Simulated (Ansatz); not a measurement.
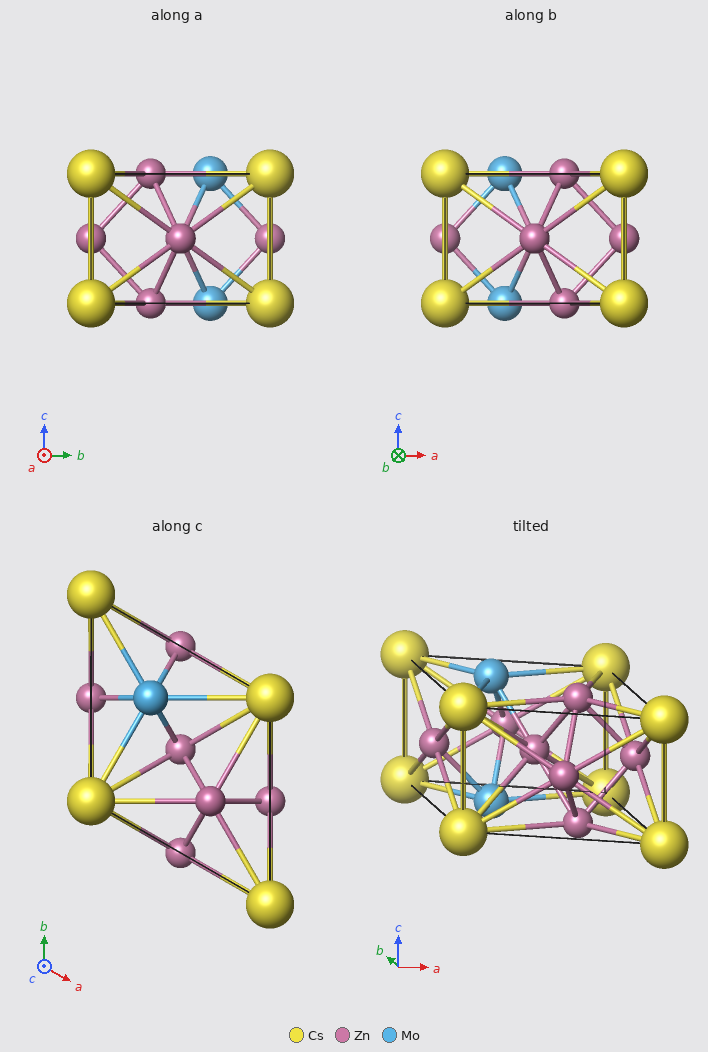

A ball-and-stick rendering, viewed along the a axis, along the b axis, along the c axis and slightly off an axis. Lines trace the edges of the conventional unit cell.

Lattice parameters: a = 6.206 Å, b = 6.206 Å, c = 3.893 Å, α = 90.00°, β = 90.00°, γ = 120.00°. Put a along x and b in the xy plane.

> Write the structure as a POSCAR file.

```
Cs Zn Mo
1.0
     6.206    0.000    0.000
    -3.103    5.374    0.000
     0.000    0.000    3.893
Cs Zn Mo
1 4 1
Direct
  0.0000 0.0000 0.0000
  0.6667 0.3333 0.0000
  0.0005 0.5002 0.5000
  0.4998 0.5002 0.5000
  0.4998 0.9995 0.5000
  0.3333 0.6667 0.0000
```

Starting structure: a structure type filled with these elements by a generator (whether the compound takes this form wasn't checked). It was relaxed with Ansatz, DFT PBE, scalar-relativistic, plane waves, PAW.
